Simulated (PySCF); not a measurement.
SMILES CSCC#N (C3H5NS), singlet at its PBE0/def2-SVP optimised geometry (Å):

```
10

C      1.7204    -0.1384    -1.5958
S      1.4122    -0.9216     0.0000
C     -0.4055    -0.9216     0.0000
C     -0.9816     0.4158     0.0000
N     -1.4122     1.4900    -0.0312
H      1.2866     0.8720    -1.6352
H      1.3374    -0.7480    -2.4279
H      2.8120    -0.0559    -1.6917
H     -0.7968    -1.4900    -0.8598
H     -0.7104    -1.4539     0.9142
```

Computed with PBE0/def2-TZVP in PySCF. Cells within 0.4 Å of a nucleus heavier than hydrogen are left out (blank, or x).

Map of the HOMO amplitude (bohr^(-3/2)) on the plane z = 0.0 Å; orbital energy -7.10 eV, overall sign arbitrary:

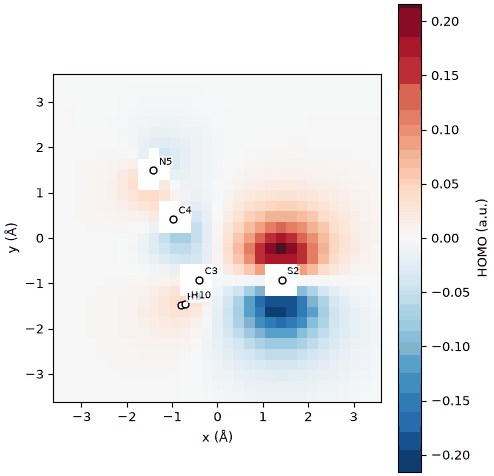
HOMO amplitude (bohr^(-3/2)) on the plane z = 0.0 Å.
